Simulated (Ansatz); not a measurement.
**Single-point calculation of SiH2O2**

System: SiH2O2.
Method: RKS PBE0-D4/def2-TZVPP (Ansatz 0.2.0).

The geometry is the product side of a reaction. The geometry comes from this level: PBE0-D4/def2-TZVP.

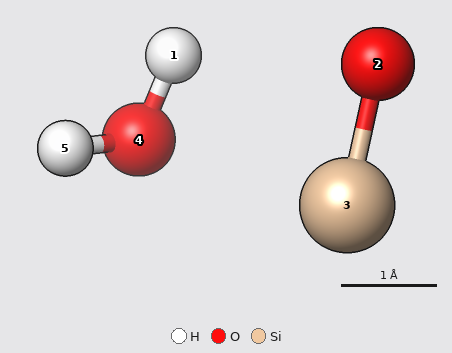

Fig. 1: The input geometry (ball-and-stick view, seen on its broad side; atoms are numbered from 1 in the order of the input). Bond lengths as drawn: H–O 0.96 to 0.97 Å and O–Si 1.52 Å.

Input file:
```yaml
crystal:
  periodic: [false, false, false]
  atoms:
    - {symbol: H, position_ang: [-0.487793, 0.426093, -0.620253]}
    - {symbol: O, position_ang: [0.015273, -1.726342, -0.467511]}
    - {symbol: Si, position_ang: [0.509582, -1.237605, 0.887086]}
    - {symbol: O, position_ang: [-0.301286, 0.894819, 0.207952]}
    - {symbol: H, position_ang: [0.264323, 1.643135, -0.007275]}
basis:
  gaussian: {orbitals: def2-TZVPP}
hamiltonian: {xc: pbe0, dispersion: d4}
output: {orbitals: {seedname: orbitals}}
```

Hardware: 2 threads of Arm Neoverse V1, 23 GiB of memory available, shared host.

Launch command:
```bash
ansatz run in.yaml --threads 2 --pin off --events-out ev --progress --plain --max-ram 4352MiB
```

Output:
```
Functional definition: PBE0
  name "PBE0"
  cite "Adamo & Barone, J. Chem. Phys. 110, 6158 (1999) doi:10.1063/1.478522"
  cite "Perdew, Burke & Ernzerhof, Phys. Rev. Lett. 77, 3865 (1996) doi:10.1103/PhysRevLett.77.3865"
  parent pbe
  parameter a = 0.25
  parameter kappa = 0.804
  parameter beta = 0.06672455060314922
  exchange = (1 - a)*pbe_x(kappa = kappa, mu = beta*pi^2/3) + a*exact_x
  correlation = pbe_c(beta = beta)
711 factors; their error is unknown
mean field evaluation 1: about -11987.8816 eV, gradient 8.0e1 eV
mean field evaluation 2: about -11899.3453 eV, gradient 1.9e2 eV
mean field evaluation 4: about -11998.3595 eV, gradient 1.9e1 eV
mean field evaluation 8: about -11998.8788 eV, gradient 5.4e-2 eV
mean field -11998.90633414 eV, -440.9516746287 hartree, gradient 4.9e-5 eV, S^2 0.000000; 0 other end points of the search recorded, 0 dependent functions left out
reference -11998.90635678 eV, -440.9516754609 hartree; 16, 16 occupied and 116, 116 virtual orbitals, 711 factors
Total energy: -11998.96639360 eV, -440.9538817731 hartree
```

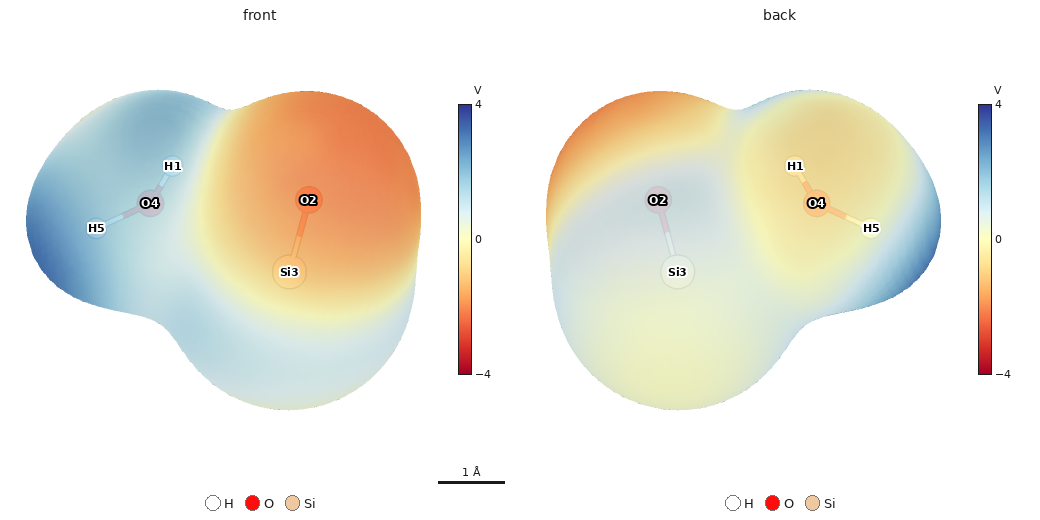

Fig. 2: The electrostatic potential painted on the density surface at 0.002 e/bohr³, seen at a tilt and from behind; red is negative and blue positive.

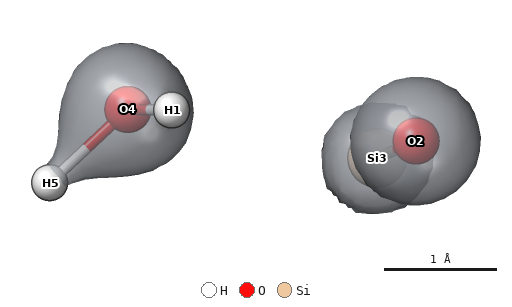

Fig. 3: Isosurface of the total electron density at 2 e/Å³ (grey), seen from the side. At this value the surface falls into three separate pieces. It is pinched off along the Si···O (2.38 Å) and Si–O (1.52 Å) contacts. On the grid the lowest density along these lines, outside the cores, is 0.23 e/Å³ (Si···O, 2.38 Å), 1.4 e/Å³ (Si–O, 1.52 Å) and 2.5 e/Å³ (O–H, 0.96 Å).

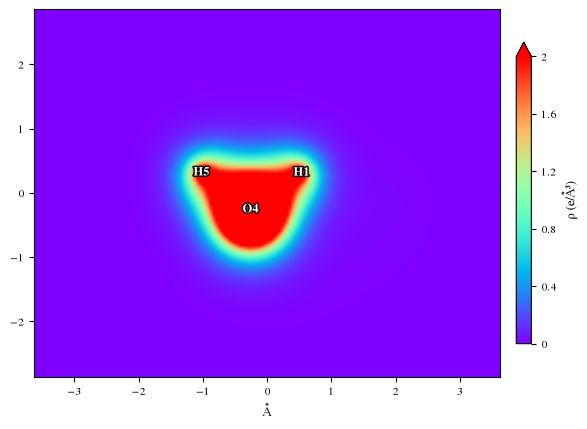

Fig. 4: Total electron density on the plane of atoms H1, O4 and H5. The section cuts through H and O sites. O–H (0.96 Å): ρ is about 3.8 e/Å³ halfway, with its minimum of 2.5 e/Å³ about 0.8 Å from O.

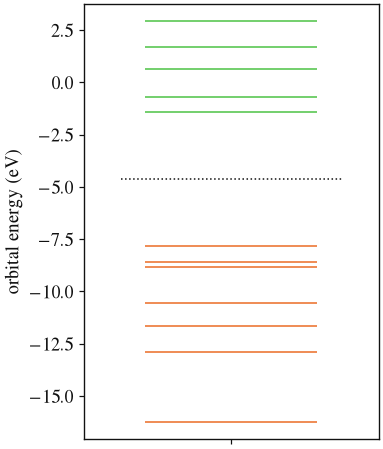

Fig. 5: Orbital energies near the frontier; the dotted line parts filled from empty levels, and levels within 0.02 eV of each other stand side by side. Highest filled −7.81 eV, lowest empty −1.40 eV, 6.41 eV apart.

Results in brief:

| quantity | value |
| --- | --- |
| outcome | converged |
| total energy | −11998.9664 eV |
| mean-field energy | −11998.9064 eV |
| dispersion energy | −0.0600 eV |
| SCF solution under orbital rotations | stable |
| HOMO | −7.81 eV |
| LUMO | −1.40 eV |
| wall time | 1.1 s (CPU time 2.1 s) |
| peak memory | 0.31 GiB |
